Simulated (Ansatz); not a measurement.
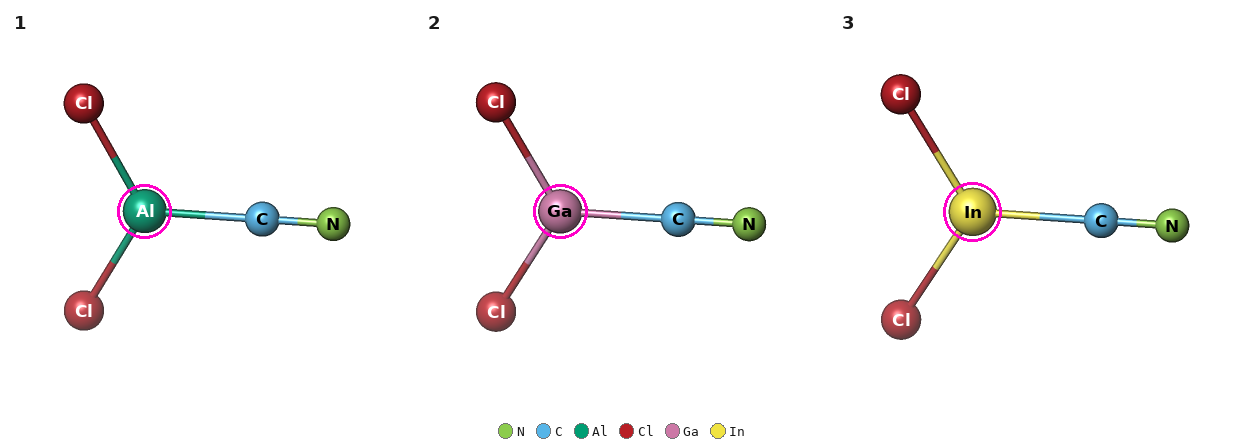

3 molecules with one skeleton, seen from the same side and at one scale; the atom that differs is circled. Each species is neutral and a spin singlet. Computed geometries: PBE0-D4/def2-TZVP optimisations, one conformation each. Properties computed with Ansatz 0.2.0. Elements past Kr carry core potentials.

One atom differs, called X below: Al in panel 1, Ga in panel 2, In in panel 3. Their formulas are CAlCl2N (`N#[C][Al]([Cl])[Cl]`), CCl2GaN (`N#[C][Ga]([Cl])[Cl]`), CCl2InN (`N#[C][In]([Cl])[Cl]`).

> Rank them by the length of X–C, lowest first (PBE0-D4/def2-TZVP).

1 (Al), 2 (Ga), 3 (In).

> Rank them by the angle Cl–X–Cl, lowest first (PBE0-D4/def2-TZVP).

3 (In), 2 (Ga), 1 (Al).

Give the values. With PBE0-D4/def2-TZVP: length of X–C (Å), mean length of X–Cl (Å), angle Cl–X–Cl (°). With r2SCAN-D4/def2-TZVPP: dipole moment (D), HOMO energy (Kohn–Sham orbital) (eV), HOMO–LUMO gap (eV).

```json
{"quantity": "length of X–C (Å)", "1 (Al)": "1.912", "2 (Ga)": "1.918", "3 (In)": "2.090"}
{"quantity": "mean length of X–Cl (Å)", "1 (Al)": "2.062", "2 (Ga)": "2.106", "3 (In)": "2.288"}
{"quantity": "angle Cl–X–Cl (°)", "1 (Al)": "122.6", "2 (Ga)": "120.5", "3 (In)": "118.6"}
{"quantity": "dipole moment (D)", "1 (Al)": "2.35", "2 (Ga)": "2.03", "3 (In)": "1.73"}
{"quantity": "HOMO energy (Kohn–Sham orbital) (eV)", "1 (Al)": "−8.84", "2 (Ga)": "−8.78", "3 (In)": "−8.61"}
{"quantity": "HOMO–LUMO gap (eV)", "1 (Al)": "5.95", "2 (Ga)": "5.54", "3 (In)": "5.30"}
```
